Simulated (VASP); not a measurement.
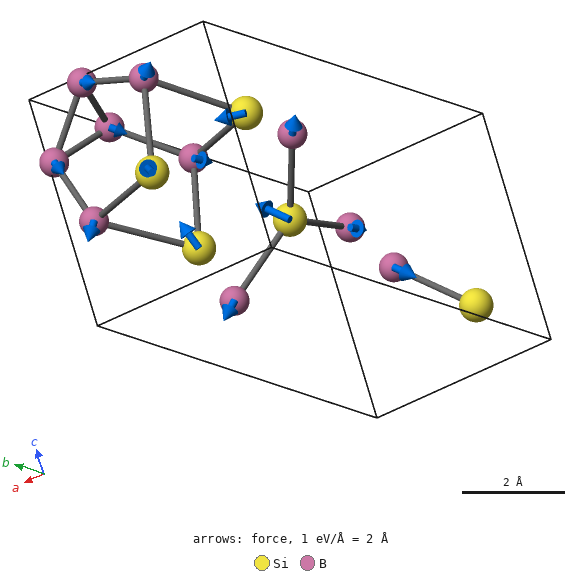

Starting geometry of crystalline SiB$_{2}$ (a generated structure, set up in R3m) with the computed forces as blue arrows. A ball-and-stick model of the cell of the calculation (origin shifted), seen from a free direction.

The run lets cell and atoms move.

These are results of Kohn-Sham DFT of a periodic cell, PBE, VASP PAW PBE potentials, recommended (VASP), not measurements.

Input file:
```
SYSTEM = SiB2
  PREC = Accurate
  ENCUT = 520
  EDIFF = 1E-6
  ISMEAR = 0
  SIGMA = 0.1
  LREAL = .False.
  LASPH = .True.
  NELM = 120
  ALGO = Normal
  ISIF = 3
  LWAVE = .False.
  LCHARG = .False.
  GGA = PE
  IBRION = 2
  NSW = 90
  EDIFFG = -0.01
  KPAR = 4
```

Run as
```bash
cat potpaw_PBE.64/Si/POTCAR potpaw_PBE.64/B/POTCAR > POTCAR
mpirun -np 4 vasp_std > vasp.out
```

Is this structure relaxed? If not, where do the atoms go?

It isn't relaxed: the largest force vector, on a Si atom, is 0.45 eV/Å. The final displacements follow the starting forces only in part (cosine between the two patterns 0.52). The atom that moves furthest relative to the cell is a Si atom (0.43 Å along [1 1 1]). By element the largest moves are Si 0.43 Å, B 0.11 Å. Cell: a = b = c 5.816 → 5.847 Å (+0.5 %), α 66.8° → 66.2°, β 66.8° → 66.2°, γ 66.8° → 66.2°. Volume +0.5 %. Among the contacts that change: B–Si 2.679 → 3.254 Å, Si–Si 2.864 → 2.612 Å, B–Si 2.126 → 2.071 Å, B–Si 2.026 → 2.067 Å. Bond angles that change, for instance: Si–B–Si 92.6° → 103.8°, Si–B–B 132.0° → 123.4°, B–Si–B 103.8° → 109.9°. The space group stays R3m (No. 160). The energy falls by 0.239 eV per cell of the calculation in 25 geometry steps. Largest force component: 0.45 eV/Å at the start, 0.0064 eV/Å at the end. Pressure: −1.72 GPa at the start and 0.00 GPa at the end.
